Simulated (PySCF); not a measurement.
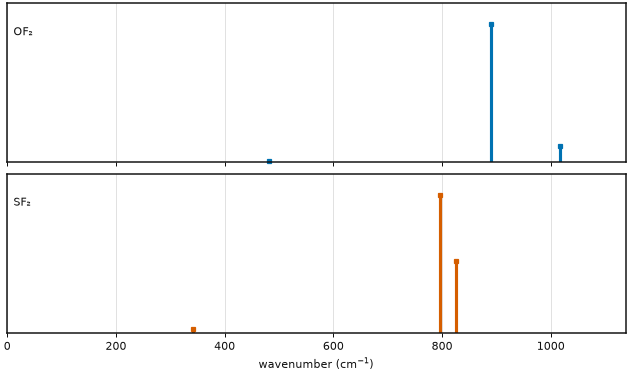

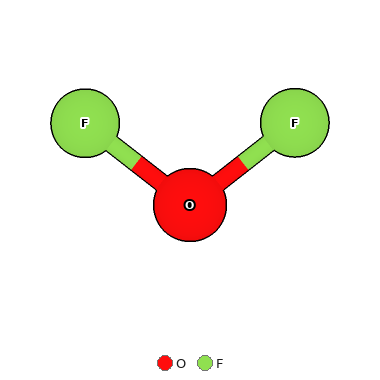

Harmonic infrared lines of OF₂ and SF₂, all C2v singlets, each the lowest point that its search found (OF₂ is drawn); the central atom changes down one group of the periodic table. B3LYP/def2-TZVP, PySCF, unscaled, no spin-orbit coupling; each panel is scaled to its strongest line, degenerate modes are one line with their intensities summed, and dots on the axis are modes too weak to show or inactive.

Question: How do the bond length and the stretches change along the series?

Answer: Mean bond length: OF₂ 1.402, SF₂ 1.605 Å, rising down the group. Highest a1 mode: OF₂ 1016, SF₂ 826 cm⁻¹, falling down the group.
